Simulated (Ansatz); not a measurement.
Geometry relaxation of AlH$_{2}$SCl$_{3}$

The run: geometry relaxation of AlH$_{2}$SCl$_{3}$. Method and program: RKS PBE/def2-SVP (Ansatz 0.2.0).

The input holds or restrains some coordinates. It belongs to a series of runs on one base structure; here: pulled along the bonds that form and break, towards end A.

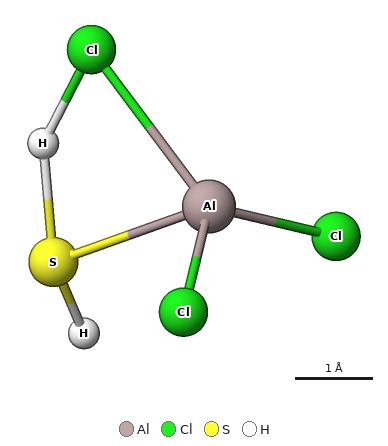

**Figure 1.** The input geometry (ball-and-stick view, seen at a tilt). Sticks mark near contacts. Bond lengths as drawn: Al–Cl 2.23 to 2.58 Å, Al–S 2.56 Å, Cl–H 1.55 Å and H–S 1.40 to 1.59 Å.

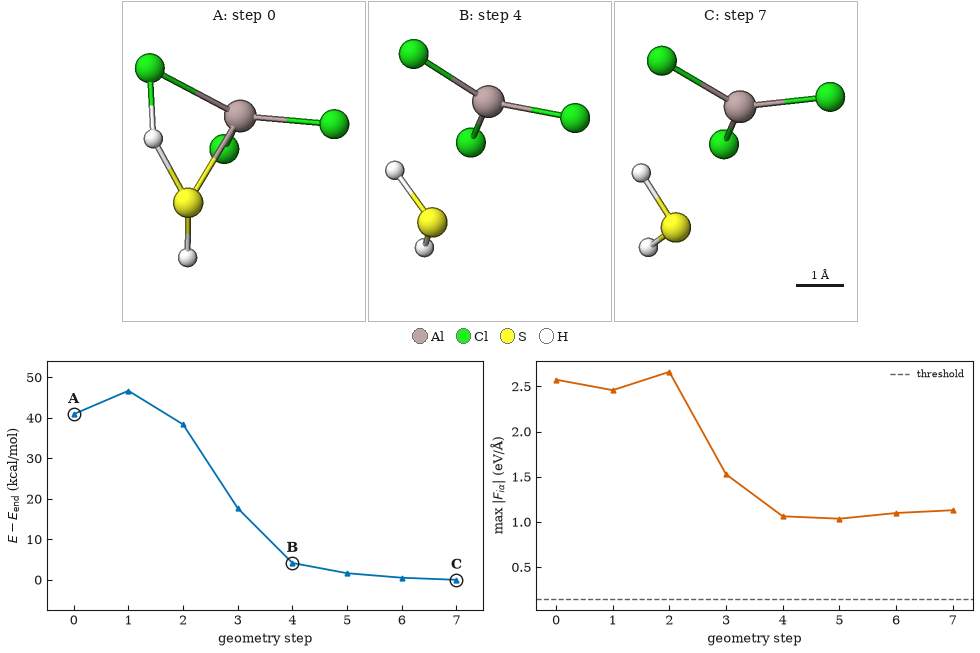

**Figure 2.** Frames of the restrained relaxation (ball-and-stick view, seen at a tilt) above the curves, on which the letters mark them (the first geometry is step 0 here and step 1 in the log).

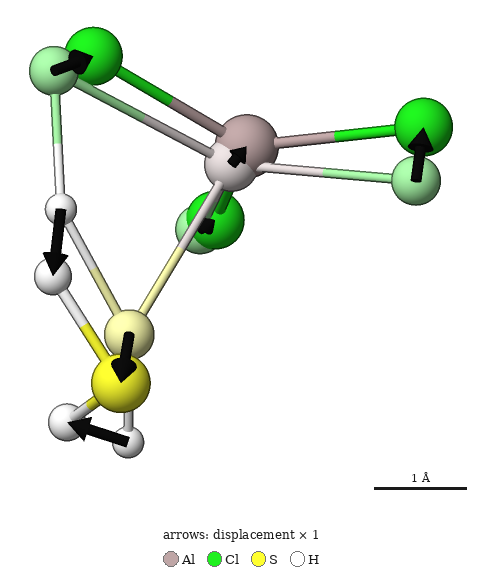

**Figure 3.** Start (faint) and end (solid) with the displacements as black arrows, at true length (ball-and-stick view, seen at a tilt). The two geometries are laid on each other by the best rigid fit. The largest move after the best rigid fit is that of H7, 0.75 Å. Largest moves by element: H 0.75 Å, S 0.67 Å, Cl 0.63 Å, Al 0.27 Å. Distances before and after: Cl2–H7 1.547 → 2.575 Å, Al1–S5 2.560 → 3.445 Å, Al1–Cl2 2.580 → 2.197 Å, S5–H7 1.592 → 1.388 Å. Bonds break: Al1–S5 (2.56 → 3.44 Å), Cl2–H7 (1.55 → 2.58 Å). Among the angles that change: H6–S5–H7 145.2° → 91.8°, Cl2–Al1–Cl4 120.0° → 117.7°. After 7 geometry steps the energy has fallen by 40.9 kcal/mol. Largest force component: 2.6 eV/Å at the start, 1.1 eV/Å at the end. (Atoms are counted from 1 in the order of the input.)

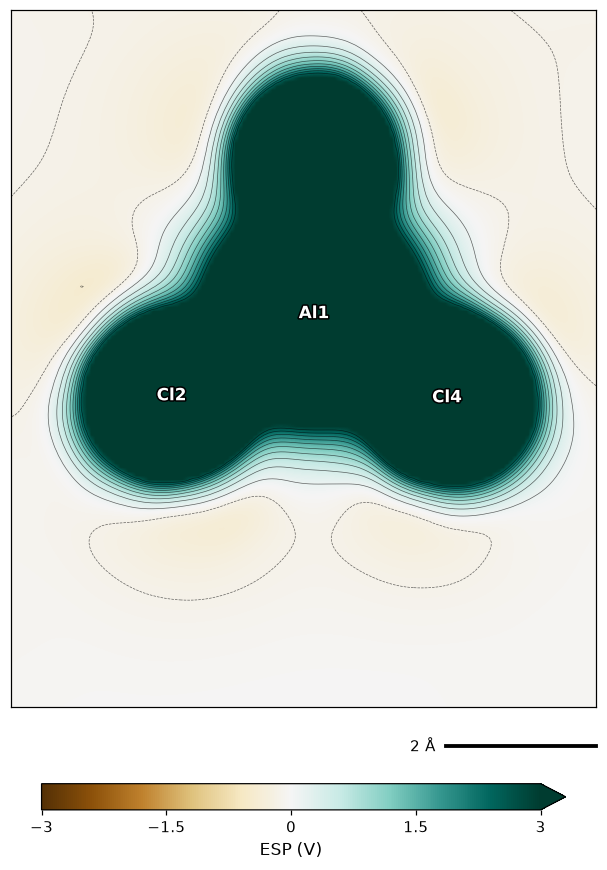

**Figure 4.** Molecular electrostatic potential on the plane of atoms Cl2, Al1 and Cl4. The plane passes through Al and Cl nuclei.

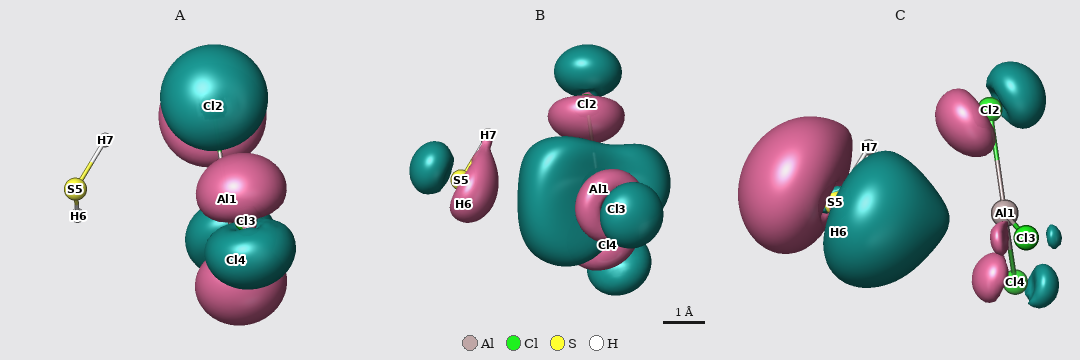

**Figure 5.** Three frontier orbitals at ±0.08 Å⁻³ᐟ² (teal and pink are the two phases). A is the HOMO−1 (−7.61 eV). C is the HOMO (−6.90 eV). B is the LUMO (−2.09 eV). Its weight (Hirshfeld) is mainly on Al1 (45 %), Cl2 (15 %), Cl3 (15 %), Cl4 (15 %) and S5 (10 %). The HOMO–LUMO gap is 4.81 eV between the orbital energies.

The input and output of the run follow.

## The input
```yaml
crystal:
  periodic: [false, false, false]
  atoms:
    - { symbol: Al, position_ang: [0.0, 0.0, 0.0] }
    - { symbol: Cl, position_ang: [0.0, 0.0, 2.58] }
    - { symbol: Cl, position_ang: [1.9312, 0.0, -1.115] }
    - { symbol: Cl, position_ang: [-1.9312, 0.0, -1.115] }
    - { symbol: S, position_ang: [0.107, -2.427, 0.8072] }
    - { symbol: H, position_ang: [-0.6505, -3.2374, -0.0469] }
    - { symbol: H, position_ang: [0.0643, -1.4595, 2.0709] }
basis:
  gaussian: { orbitals: def2-SVP }
hamiltonian:
  xc: pbe
relax:
  f_tol: 0.15
  max_steps: 25
  restrain:
    - { distance: [0, 4], at: 3.46, k: 30.0 }
    - { distance: [6, 1], at: 2.57, k: 30.0 }
    - { distance: [0, 1], at: 2.23, k: 30.0 }
    - { distance: [6, 4], at: 1.4, k: 30.0 }
output:
  orbitals: {}
```

Launch command:
```bash
ansatz run input.yaml --threads 2 --pin off --max-ram 3072MiB --backend cpu --events-out ev --progress --plain --runs-dir out
```

## Log
```
The last accepted step is kept in [file] (removed where the run ends without a failure and the disk answers)
Engine: ansatz 0.2.0, x86_64-unknown-linux-gnu
Functional definition: PBE
  parameter kappa = 0.804
  parameter beta = 0.06672455060314922
  exchange = pbe_x(kappa = kappa, mu = beta*pi^2/3)
  correlation = pbe_c(beta = beta)
1099 factors; their error is unknown
mean field evaluation 1: about -54994.0962 eV, gradient 2.3e1 eV
mean field evaluation 2: about -54989.8951 eV, gradient 4.3e1 eV
mean field evaluation 4: about -54995.7639 eV, gradient 1.9e0 eV
mean field evaluation 8: about -54995.7783 eV, gradient 6.0e-2 eV
mean field evaluation 16: about -54995.7074 eV, gradient 7.1e-5 eV
mean field -54995.70742975 eV, -2021.0549706140 hartree, gradient 3.9e-6 eV, S^2 0.000000; 0 other end points of the search recorded, 0 dependent functions left out
the calculation of the forces begins
reference -54995.70746512 eV, -2021.0549719139 hartree; 41, 41 occupied and 59, 59 virtual orbitals, 1099 factors
relax step   1: F+E_penalty+E_count = -54995.70742975 eV  Δ(F+E_penalty+E_count) = +0.000e0 eV  max|allowed force component| = 2.574e0 eV/Å  E_restraint = 30.23788817 eV  max|allowed force component, restraints' pulls added| = 3.265e1 eV/Å  Δτ_max = 0.0000 Å  (27 SCF iters, accepted)
  distance Al 0 - S 4 = 2.5600 Å
  distance H 6 - Cl 1 = 1.5471 Å
  distance Al 0 - Cl 1 = 2.5800 Å
  distance H 6 - S 4 = 1.5921 Å
these checks for a lower state are left out or cut short: starts, cluster_reference, orbital_swaps, neighbouring_geometries, increment
1099 factors; their error is unknown
mean field -54995.45663694 eV, -2021.0457541480 hartree, gradient 5.3e-6 eV, S^2 0.000000; 0 other end points of the search recorded, 0 dependent functions left out
the calculation of the forces begins
reference -54995.45667251 eV, -2021.0457554552 hartree; 41, 41 occupied and 59, 59 virtual orbitals, 1099 factors
relax step   2: F+E_penalty+E_count = -54995.45663694 eV  Δ(F+E_penalty+E_count) = +2.508e-1 eV  max|allowed force component| = 2.458e0 eV/Å  E_restraint = 12.79184537 eV  max|allowed force component, restraints' pulls added| = 2.133e1 eV/Å  Δτ_max = 0.1949 Å  (33 SCF iters, accepted)
  distance Al 0 - S 4 = 2.8908 Å
  distance H 6 - Cl 1 = 1.8991 Å
  distance Al 0 - Cl 1 = 2.4970 Å
  distance H 6 - S 4 = 1.4860 Å
these checks for a lower state are left out or cut short: starts, cluster_reference, orbital_swaps, neighbouring_geometries, increment
1099 factors; their error is unknown
mean field evaluation 32: about -54995.8170 eV, gradient 7.1e-5 eV
mean field -54995.81703624 eV, -2021.0589985781 hartree, gradient 7.1e-5 eV, S^2 0.000000; 0 other end points of the search recorded, 0 dependent functions left out
the calculation of the forces begins
reference -54995.81707204 eV, -2021.0589998939 hartree; 41, 41 occupied and 59, 59 virtual orbitals, 1099 factors
relax step   3: F+E_penalty+E_count = -54995.81703624 eV  Δ(F+E_penalty+E_count) = -3.604e-1 eV  max|allowed force component| = 2.661e0 eV/Å  E_restraint = 3.42227162 eV  max|allowed force component, restraints' pulls added| = 9.904e0 eV/Å  Δτ_max = 0.1947 Å  (29 SCF iters, accepted)
  distance Al 0 - S 4 = 3.1456 Å
  distance H 6 - Cl 1 = 2.2442 Å
  distance Al 0 - Cl 1 = 2.3822 Å
  distance H 6 - S 4 = 1.4052 Å
these checks for a lower state are left out or cut short: starts, cluster_reference, orbital_swaps, neighbouring_geometries, increment
1099 factors; their error is unknown
mean field -54996.71461648 eV, -2021.0919840436 hartree, gradient 5.4e-5 eV, S^2 0.000000; 0 other end points of the search recorded, 0 dependent functions left out
the calculation of the forces begins
reference -54996.71465233 eV, -2021.0919853610 hartree; 41, 41 occupied and 59, 59 virtual orbitals, 1099 factors
relax step   4: F+E_penalty+E_count = -54996.71461648 eV  Δ(F+E_penalty+E_count) = -8.976e-1 eV  max|allowed force component| = 1.528e0 eV/Å  E_restraint = 0.11546535 eV  max|allowed force component, restraints' pulls added| = 2.343e0 eV/Å  Δτ_max = 0.1947 Å  (28 SCF iters, accepted)
  distance Al 0 - S 4 = 3.3856 Å
  distance H 6 - Cl 1 = 2.5243 Å
  distance Al 0 - Cl 1 = 2.2390 Å
  distance H 6 - S 4 = 1.3989 Å
these checks for a lower state are left out or cut short: starts, cluster_reference, orbital_swaps, neighbouring_geometries, increment
1099 factors; their error is unknown
mean field -54997.30082921 eV, -2021.1135269641 hartree, gradient 1.2e-5 eV, S^2 0.000000; 0 other end points of the search recorded, 0 dependent functions left out
the calculation of the forces begins
reference -54997.30086475 eV, -2021.1135282702 hartree; 41, 41 occupied and 59, 59 virtual orbitals, 1099 factors
relax step   5: F+E_penalty+E_count = -54997.30082921 eV  Δ(F+E_penalty+E_count) = -5.862e-1 eV  max|allowed force component| = 1.063e0 eV/Å  E_restraint = 0.03434436 eV  max|allowed force component, restraints' pulls added| = 1.292e0 eV/Å  Δτ_max = 0.1949 Å  (27 SCF iters, accepted)
  distance Al 0 - S 4 = 3.4548 Å
  distance H 6 - Cl 1 = 2.5875 Å
  distance Al 0 - Cl 1 = 2.1907 Å
  distance H 6 - S 4 = 1.4204 Å
these checks for a lower state are left out or cut short: starts, cluster_reference, orbital_swaps, neighbouring_geometries, increment
1099 factors; their error is unknown
mean field -54997.41050105 eV, -2021.1175573300 hartree, gradient 8.9e-6 eV, S^2 0.000000; 0 other end points of the search recorded, 0 dependent functions left out
the calculation of the forces begins
reference -54997.41053708 eV, -2021.1175586537 hartree; 41, 41 occupied and 59, 59 virtual orbitals, 1099 factors
relax step   6: F+E_penalty+E_count = -54997.41050105 eV  Δ(F+E_penalty+E_count) = -1.097e-1 eV  max|allowed force component| = 1.036e0 eV/Å  E_restraint = 0.02528901 eV  max|allowed force component, restraints' pulls added| = 7.353e-1 eV/Å  Δτ_max = 0.1993 Å  (26 SCF iters, accepted)
  distance Al 0 - S 4 = 3.4509 Å
  distance H 6 - Cl 1 = 2.5835 Å
  distance Al 0 - Cl 1 = 2.1926 Å
  distance H 6 - S 4 = 1.4045 Å
these checks for a lower state are left out or cut short: starts, cluster_reference, orbital_swaps, neighbouring_geometries, increment
1099 factors; their error is unknown
mean field -54997.45879479 eV, -2021.1193320919 hartree, gradient 6.2e-6 eV, S^2 0.000000; 0 other end points of the search recorded, 0 dependent functions left out
the calculation of the forces begins
reference -54997.45883115 eV, -2021.1193334283 hartree; 41, 41 occupied and 59, 59 virtual orbitals, 1099 factors
relax step   7: F+E_penalty+E_count = -54997.45879479 eV  Δ(F+E_penalty+E_count) = -4.829e-2 eV  max|allowed force component| = 1.099e0 eV/Å  E_restraint = 0.02113109 eV  max|allowed force component, restraints' pulls added| = 3.168e-1 eV/Å  Δτ_max = 0.1994 Å  (26 SCF iters, accepted)
  distance Al 0 - S 4 = 3.4483 Å
  distance H 6 - Cl 1 = 2.5783 Å
  distance Al 0 - Cl 1 = 2.1958 Å
  distance H 6 - S 4 = 1.3943 Å
these checks for a lower state are left out or cut short: starts, cluster_reference, orbital_swaps, neighbouring_geometries, increment
1099 factors; their error is unknown
mean field evaluation 64: about -54997.4814 eV, gradient 2.6e-4 eV
mean field -54997.48137977 eV, -2021.1201620747 hartree, gradient 6.2e-6 eV, S^2 0.000000; 0 other end points of the search recorded, 0 dependent functions left out
the calculation of the forces begins
reference -54997.48141652 eV, -2021.1201634255 hartree; 41, 41 occupied and 59, 59 virtual orbitals, 1099 factors
relax step   8: F+E_penalty+E_count = -54997.48137977 eV  Δ(F+E_penalty+E_count) = -2.258e-2 eV  max|allowed force component| = 1.130e0 eV/Å  E_restraint = 0.02249294 eV  max|allowed force component, restraints' pulls added| = 6.144e-2 eV/Å  Δτ_max = 0.2000 Å  (26 SCF iters, accepted)
  distance Al 0 - S 4 = 3.4447 Å
  distance H 6 - Cl 1 = 2.5753 Å
  distance Al 0 - Cl 1 = 2.1969 Å
  distance H 6 - S 4 = 1.3882 Å
1099 factors; their error is unknown
mean field -54997.48137977 eV, -2021.1201620747 hartree, gradient 6.2e-6 eV, S^2 0.000000; 1 other end points of the search recorded, 0 dependent functions left out
the calculation of the forces begins
reference -54997.48141652 eV, -2021.1201634255 hartree; 41, 41 occupied and 59, 59 virtual orbitals, 1099 factors
Total energy: -54997.48141652 eV, -2021.1201634255 hartree
Atom 0 at     0.091687     0.239666    -0.066450 Å, force    -0.040459    -0.389261     1.129533 eV/Å
Atom 1 at    -0.020860     0.375030     2.123336 Å, force     0.044809     0.077361    -0.989545 eV/Å
Atom 2 at     1.902025     0.636689    -1.039198 Å, force     0.015103     0.015895     0.001750 eV/Å
Atom 3 at    -1.712129     0.086771    -1.128926 Å, force    -0.000797     0.004578    -0.007765 eV/Å
Atom 4 at     0.292721    -3.070715     0.864708 Å, force    -0.164906     0.659888     0.168668 eV/Å
Atom 5 at    -1.024404    -3.201268     0.532972 Å, force     0.034305     0.013032     0.021511 eV/Å
Atom 6 at    -0.008240    -2.190073     1.894758 Å, force     0.111945    -0.381493    -0.324153 eV/Å
Dipole moment:    -0.176554    -0.233276     0.067945 e Å
```

## Trajectory as extended XYZ (Å, eV, eV/Å), 8 frames, from step=1 to step=8
```
7
Properties=species:S:1:pos:R:3:forces:R:3 step=1 energy=-54995.70743
Al    0.0000    0.0000    0.0000    0.0828  -2.5745  -0.5134
Cl    0.0000    0.0000    2.5800    0.2400   0.7421  -0.8804
Cl    1.9312    0.0000   -1.1150   -1.2796   0.6553   0.8539
Cl   -1.9312    0.0000   -1.1150    1.2526   0.5375   0.8700
S     0.1070   -2.4270    0.8072    0.9998   0.2079  -1.5611
H    -0.6505   -3.2374   -0.0469   -0.2027   0.6332   0.9489
H     0.0643   -1.4595    2.0709   -1.0928  -0.2015   0.2821
7
Properties=species:S:1:pos:R:3:forces:R:3 step=2 energy=-54995.45664
Al   -0.0058    0.1591    0.0297    0.3178  -2.3022   0.1711
Cl   -0.0046    0.1822    2.5265    0.1010   0.3192  -1.7775
Cl    1.9144    0.0112   -1.1033   -1.3761   0.6655   0.8981
Cl   -1.9162    0.0097   -1.1040    1.2756   0.5115   0.9201
S     0.1365   -2.6025    0.8724    2.4582   0.5823  -0.7108
H    -0.6620   -3.2412   -0.0442   -1.1092   0.5499   0.9280
H     0.0586   -1.6425    2.0041   -1.6673  -0.3262  -0.4289
7
Properties=species:S:1:pos:R:3:forces:R:3 step=3 energy=-54995.81704
Al   -0.0089    0.2829    0.0698    0.3760  -1.8300   0.2450
Cl   -0.0081    0.3592    2.4508   -0.0145   0.3244  -2.0763
Cl    1.8923    0.0217   -1.0884   -1.4370   0.6780   0.9578
Cl   -1.8958    0.0172   -1.0886    1.2980   0.5054   0.9692
S     0.1945   -2.7429    0.9050    2.6609  -0.2799  -0.5023
H    -0.6861   -3.2312   -0.0290   -1.1474   0.8689   1.0117
H     0.0329   -1.8307    1.9616   -1.7360  -0.2667  -0.6051
7
Properties=species:S:1:pos:R:3:forces:R:3 step=4 energy=-54996.71462
Al   -0.0100    0.3665    0.0916    0.3650  -1.4511  -0.0224
Cl   -0.0052    0.4991    2.3267   -0.0664   0.2581  -1.5277
Cl    1.8438    0.0510   -1.0530   -1.1167   0.6205   0.7758
Cl   -1.8517    0.0374   -1.0537    0.9729   0.4479   0.7869
S     0.3079   -2.9003    0.9221    0.8286  -0.1692  -0.3757
H    -0.7258   -3.1839    0.0180   -0.0599   0.8085   1.2235
H    -0.0382   -1.9936    1.9296   -0.9235  -0.5146  -0.8604
7
Properties=species:S:1:pos:R:3:forces:R:3 step=5 energy=-54997.30083
Al    0.0094    0.3185    0.0488    0.1891  -0.7790   0.9091
Cl    0.0022    0.4881    2.2330   -0.0675   0.1948  -1.0626
Cl    1.8006    0.1364   -1.0272    0.0045   0.3271   0.0445
Cl   -1.7984    0.0769   -1.0022    0.0092   0.1667   0.1246
S     0.4245   -2.9953    0.9331   -1.0503   0.9686   0.2661
H    -0.7374   -3.0900    0.1828    0.4193  -0.0124   0.3336
H    -0.1802   -2.0586    1.8130    0.4957  -0.8659  -0.6153
7
Properties=species:S:1:pos:R:3:forces:R:3 step=6 energy=-54997.41050
Al    0.0458    0.2546    0.0115    0.0947  -0.4568   1.0206
Cl    0.0069    0.4585    2.1942   -0.0153   0.0784  -1.0356
Cl    1.8360    0.3280   -1.0692    0.0403   0.1497   0.0282
Cl   -1.7801    0.1111   -1.0183   -0.0038   0.0311   0.0592
S     0.3793   -3.0444    0.9673   -0.5230   0.9067   0.2291
H    -0.7877   -3.1384    0.2589    0.0714  -0.0414   0.1145
H    -0.1794   -2.0933    1.8367    0.3356  -0.6678  -0.4161
7
Properties=species:S:1:pos:R:3:forces:R:3 step=7 energy=-54997.45879
Al    0.0873    0.2433   -0.0317    0.0080  -0.4081   1.0987
Cl    0.0145    0.4188    2.1558    0.0293   0.0742  -1.0169
Cl    1.8796    0.5225   -1.0768    0.0043   0.0633   0.0248
Cl   -1.7444    0.0738   -1.0471    0.0189   0.0113   0.0076
S     0.3327   -3.0571    0.9366   -0.3665   0.7659   0.1557
H    -0.9063   -3.1862    0.3723    0.0810  -0.0095   0.0763
H    -0.1425   -2.1390    1.8721    0.2250  -0.4971  -0.3461
7
Properties=species:S:1:pos:R:3:forces:R:3 step=8 energy=-54997.48138
Al    0.0917    0.2397   -0.0664   -0.0405  -0.3893   1.1295
Cl   -0.0209    0.3750    2.1233    0.0448   0.0774  -0.9895
Cl    1.9020    0.6367   -1.0392    0.0151   0.0159   0.0018
Cl   -1.7121    0.0868   -1.1289   -0.0008   0.0046  -0.0078
S     0.2927   -3.0707    0.8647   -0.1649   0.6599   0.1687
H    -1.0244   -3.2013    0.5330    0.0343   0.0130   0.0215
H    -0.0082   -2.1901    1.8948    0.1119  -0.3815  -0.3242
```

## Summary

```json
{"quantity": "outcome", "value": "converged under the restraints of the input"}
{"quantity": "total energy", "value": "−54997.4814 eV"}
{"quantity": "mean-field energy", "value": "−54997.4814 eV"}
{"quantity": "largest force (length of the vector) at the end, held atoms and coordinates included", "value": "1.195 eV/Å"}
{"quantity": "hardware", "value": "2 threads of Intel Xeon @ 2.50GHz (Skylake/Cascade Lake), 189 GiB of memory available, shared host"}
{"quantity": "wall time", "value": "61 s (CPU time 57 s)"}
{"quantity": "peak memory", "value": "0.16 GiB"}
```
